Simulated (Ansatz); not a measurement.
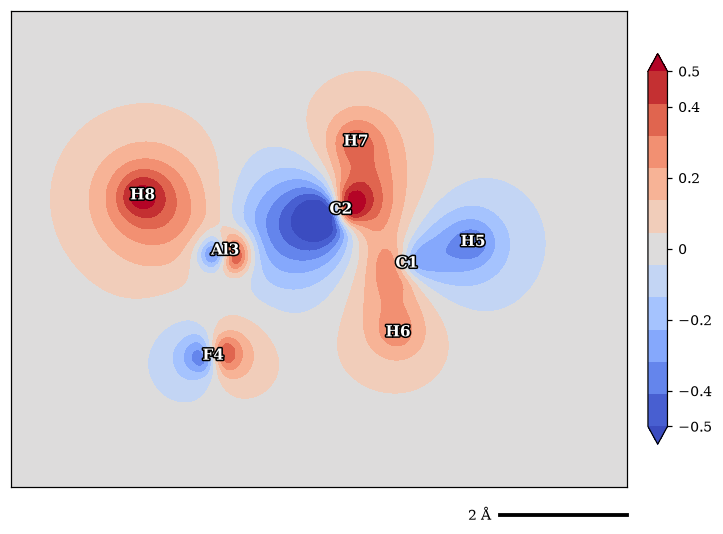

The picture shows: C$_{2}$H$_{4}$AlF (SMILES C=[CH][AlH][F]). The HOMO−1 on the molecular plane (values in Å⁻³ᐟ²; the overall sign is arbitrary).

Geometry: B3LYP-D3(BJ)/def2-SVP.

Theory: isolated molecule in a Gaussian basis; Kohn-Sham density functional theory, functional PBE0 in Ansatz.

The calculation's input:

```
crystal:
  periodic: [false, false, false]
  atoms:
    - {symbol: C, position_ang: [-0.642978, 0.317236, 3.754334]}
    - {symbol: C, position_ang: [-0.118295, -0.348732, 2.708817]}
    - {symbol: Al, position_ang: [-1.081245, -1.794667, 1.855589]}
    - {symbol: F, position_ang: [-2.584103, -2.155354, 2.493423]}
    - {symbol: H, position_ang: [-0.118393, 1.140556, 4.256797]}
    - {symbol: H, position_ang: [-1.630720, 0.069372, 4.161878]}
    - {symbol: H, position_ang: [0.877783, -0.031733, 2.367325]}
    - {symbol: H, position_ang: [-0.595524, -2.658962, 0.630894]}
basis:
  gaussian: {orbitals: def2-TZVPD}
hamiltonian: {xc: {name: PBE0}}
output: {forces: true, orbitals: {seedname: orbitals}}
```

Command:

```sh
ansatz run input.yaml --threads 2 --pin off --max-ram 4350MiB --events-out events.jsonl --progress --plain --runs-dir runs
```

Question: What is the character of this orbital?

Answer: It lies mainly on C2 (about 30 %), Al3 (about 20 %), H8 (about 20 %), C1 (about 10 %) and H7 (about 5 %); it is symmetric in the molecular plane (an in-plane orbital: σ, lone-pair or in-plane π type). Its energy is −8.36 eV.
